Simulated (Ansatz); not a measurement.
A series of calculations on C$_{2}$H$_{4}$BClO$_{2}$

Part 1: Relaxation

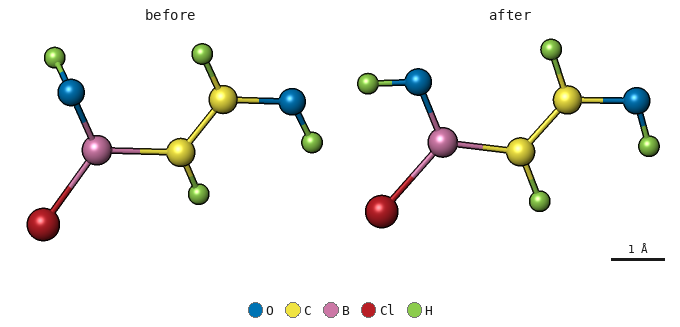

The structure of C$_{2}$H$_{4}$BClO$_{2}$ before (left) and after (right) a relaxation, at one scale.

A ball-and-stick model, seen at a tilt.

The run prepares an end point of a later path (hydrogen shift) calculation, from a guessed geometry.

All numbers below come from Ansatz 0.2.0, RKS PBE-D4/def2-SVP.

Input
```yaml
crystal:
  periodic: [false, false, false]
  atoms:
    - { symbol: O, position_ang: [-1.7812, -1.2928, 1.0816] }
    - { symbol: C, position_ang: [-0.9073, -0.2706, 0.7173] }
    - { symbol: C, position_ang: [-0.1559, -0.4139, -0.3674] }
    - { symbol: B, position_ang: [1.0019, 0.6806, -0.7772] }
    - { symbol: O, position_ang: [1.0868, 1.8928, -0.0174] }
    - { symbol: Cl, position_ang: [1.9667, 0.4158, -2.2737] }
    - { symbol: H, position_ang: [-1.9136, -2.0956, 0.5324] }
    - { symbol: H, position_ang: [-0.7937, 0.6357, 1.3301] }
    - { symbol: H, position_ang: [-0.2019, -1.2901, -0.9199] }
    - { symbol: H, position_ang: [1.7812, 1.687, 0.6971] }
basis:
  gaussian: { orbitals: def2-SVP }
hamiltonian:
  xc: pbe
  dispersion: d4
relax:
  f_tol: 0.02
  max_steps: 50
```

Command:
```bash
ansatz run input.yaml --threads 2 --pin off --max-ram 3072MiB --backend cpu --events-out ev --progress --plain --runs-dir out
```

**Describe what moved and what it gained.**

H10 moves most after the best rigid fit: 0.89 Å. Largest moves by element: H 0.89 Å, O 0.40 Å, Cl 0.25 Å, B 0.21 Å, C 0.14 Å. Among the contacts that change: C3–B4 1.645 → 1.536 Å, C3–H9 1.037 → 1.105 Å, B4–O5 1.433 → 1.366 Å, O1–C2 1.393 → 1.346 Å. Among the angles between lasting bonds that change: C2–O1–H7 122.6° → 108.5°, O1–C2–H8 121.6° → 110.9°, O1–C2–C3 119.3° → 127.4°. Groups turn about B4–O5 by about 90°. The energy falls by 1.244 eV in 9 geometry steps. Largest force component: 3.6 eV/Å at the start, 0.013 eV/Å at the end.

Part 2: Relaxation

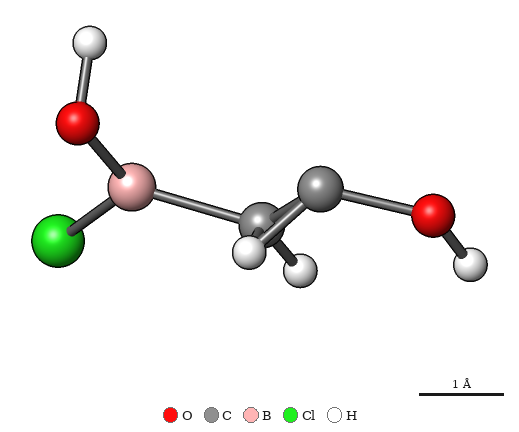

Starting structure of C₂H₄BClO₂. Style: ball-and-stick. Shown from a free direction.

The run prepares an end point of a later path (hydrogen shift) calculation, from a guessed geometry.

Theory: RKS PBE-D4/def2-SVP (Ansatz).

Input file:
```yaml
crystal:
  periodic: [false, false, false]
  atoms:
    - { symbol: O, position_ang: [-1.7812, -1.2928, 1.0816] }
    - { symbol: C, position_ang: [-0.9073, -0.2706, 0.7173] }
    - { symbol: C, position_ang: [-0.1559, -0.4139, -0.3674] }
    - { symbol: B, position_ang: [1.0019, 0.6806, -0.7772] }
    - { symbol: O, position_ang: [1.0868, 1.8928, -0.0174] }
    - { symbol: Cl, position_ang: [1.9667, 0.4158, -2.2737] }
    - { symbol: H, position_ang: [-1.9136, -2.0956, 0.5324] }
    - { symbol: H, position_ang: [-0.9562, 0.31882, -0.26372] }
    - { symbol: H, position_ang: [-0.2019, -1.2901, -0.9199] }
    - { symbol: H, position_ang: [1.7812, 1.687, 0.6971] }
basis:
  gaussian: { orbitals: def2-SVP }
hamiltonian:
  xc: pbe
  dispersion: d4
relax:
  f_tol: 0.02
  max_steps: 50
output:
  orbitals: {}
```

Command:
```bash
ansatz run input.yaml --threads 2 --pin off --max-ram 3072MiB --backend cpu --events-out ev --progress --plain --runs-dir out
```

Q: Predict the outcome.

A: The largest move after the best rigid fit is that of H10, 1.17 Å. Largest moves by element: H 1.17 Å, O 0.74 Å, C 0.48 Å, Cl 0.23 Å, B 0.15 Å. Some distances before and after: C2–H8 1.146 → 2.107 Å, C2–C3 1.327 → 1.476 Å, O1–C2 1.393 → 1.302 Å, B4–O5 1.433 → 1.345 Å. Bond angles that change, for instance: C2–C3–H8 55.5° → 108.0°, C2–C3–B4 122.0° → 103.7°, H8–C3–H9 125.9° → 108.8°. Groups turn about B4–O5 by about 85°. After 16 accepted moves (17 points after the start) the energy has fallen by 68.2 kcal/mol. The largest force component goes from 6.7 to 0.01 eV/Å. The line search rejected the trial step at point 10 of the run.

Step by step:

```csv
step,"E − E(0), kcal/mol","largest force component, eV/Å",note
0,0.00,6.6741,
1,-25.67,2.4774,
2,-32.53,1.7314,
3,-38.03,1.1238,
4,-43.24,0.7227,
5,-50.04,0.9168,
6,-55.92,2.1875,
7,-61.84,1.7209,
8,-63.93,1.7713,
9,-67.08,0.5605,
10,-65.65,0.9705,rejected
11,-67.99,0.2411,
12,-68.09,0.1353,
13,-68.17,0.1019,
14,-68.20,0.0813,
15,-68.21,0.0554,
16,-68.22,0.0271,
17,-68.22,0.0100,
```

Final geometry:

```xyz
10

O    -1.1146   -1.1911    1.3865
C    -0.7348   -0.0690    0.8453
C    -0.4608   -0.1237   -0.6035
B     1.0035    0.5393   -0.7397
O     1.4314    1.3511    0.2430
Cl    2.0165    0.2264   -2.1579
H    -1.2265   -1.9277    0.7127
H    -1.1007    0.6413   -1.1046
H    -0.6057   -1.1096   -1.1177
H     0.7122    1.2950    0.9449
```

The end point in the same view:

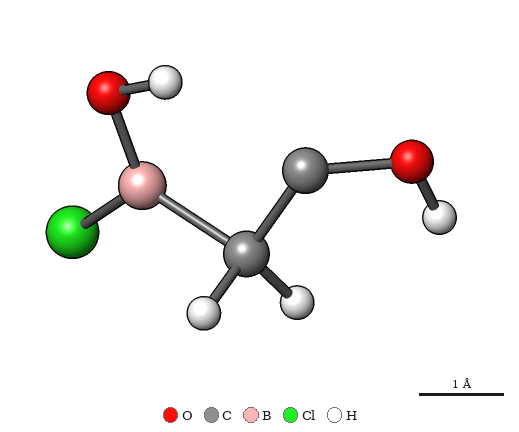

Part 3: Path

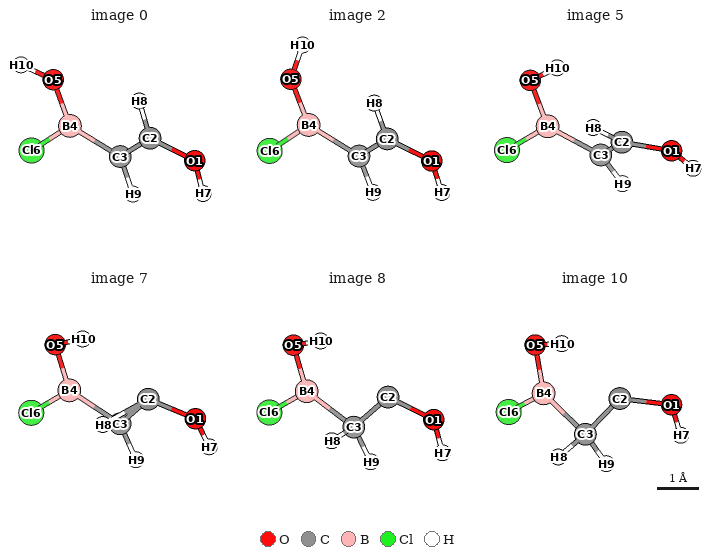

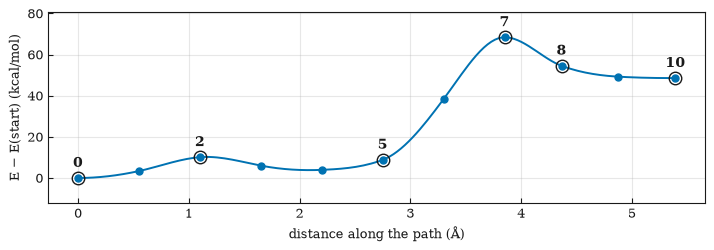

NEB run on C2H4BClO2. Images are numbered from 0 (start) to 10 (end). Style: ball-and-stick. Shown from a free direction.

These are results of RKS PBE-D4/def2-SVP (Ansatz 0.2.0), not measurements. Set-up: 9 movable images; climbing image; force threshold 0.05 eV/Å; iteration limit 57; starting path through a guess of the saddle point.

Read off the barrier and say what moves.

The energy climbs by 68.4 kcal/mol to image 7 and then falls by 19.9 kcal/mol, so the end point sits at +48.6 kcal/mol. The profile has 2 maxima (images 2, 7) with a dip at image 4 (+4.0 kcal/mol), so the process runs in steps. The path has more than one stage, and so few images may leave a stage unresolved. Breaking: C2–H8 (1.10 → 1.31 at the top → 2.11 Å). Forming: C3–H8 (2.16 → 1.35 at the top → 1.12 Å). The band converged in 16 iterations. The largest component of the band force went from 28 to 0.037 eV/Å. The climbing image converged on the top of the path. Its vibrational analysis gives one imaginary mode (1306i cm⁻¹), as a transition state must have.
